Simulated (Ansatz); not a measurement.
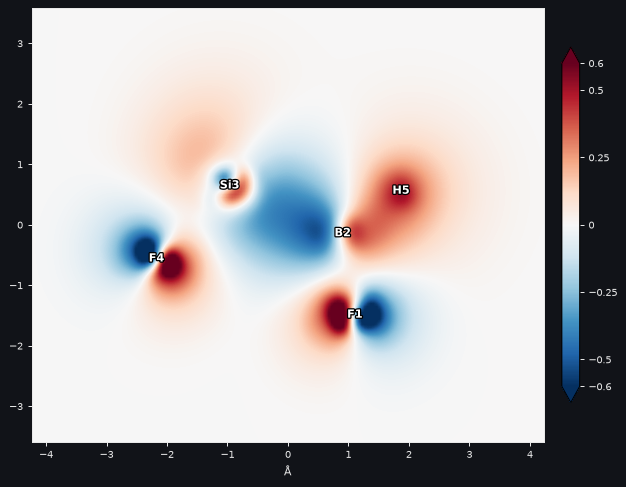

Figure 1: BF2H3Si (SMILES FB[SiH2]F). One frontier orbital on the plane of atoms F1, B2 and H5 (values in Å⁻³ᐟ²; the overall sign is arbitrary).

Theory: Ansatz 0.2.0, RKS B3LYP-D4/6-31G.

The calculation's input:

```
crystal:
  periodic: [false, false, false]
  atoms:
    - { symbol: F, position_ang: [-1.42059, 0.77601, -1.41443] }
    - { symbol: B, position_ang: [-0.40303, 0.95543, -0.60333] }
    - { symbol: Si, position_ang: [0.34194, -0.54228, 0.44125] }
    - { symbol: F, position_ang: [-0.43774, -1.92018, 0.1022] }
    - { symbol: H, position_ang: [-0.00498, 2.06572, -0.5729] }
    - { symbol: H, position_ang: [1.73455, -0.89043, 0.15276] }
    - { symbol: H, position_ang: [0.18986, -0.44426, 1.89444] }
basis:
  gaussian: { orbitals: "6-31G" }
hamiltonian:
  xc: b3lyp
  dispersion: d4
relax:
  f_tol: 0.015
  max_steps: 40
output:
  orbitals: {}
```

Command:

```sh
ansatz run input.yaml --threads 1 --pin off --max-ram 2048MiB --backend cpu --events-out ev --progress --plain --runs-dir out
```

The fields are those of the run's last geometry, not of the input's.

Question: Which orbital is it: HOMO or LUMO?

Answer: The HOMO, at −8.32 eV. By Hirshfeld shares it lies mainly on B2 (about 25 %), Si3 (about 25 %), F1 (about 15 %), F4 (about 15 %) and H5 (about 10 %).
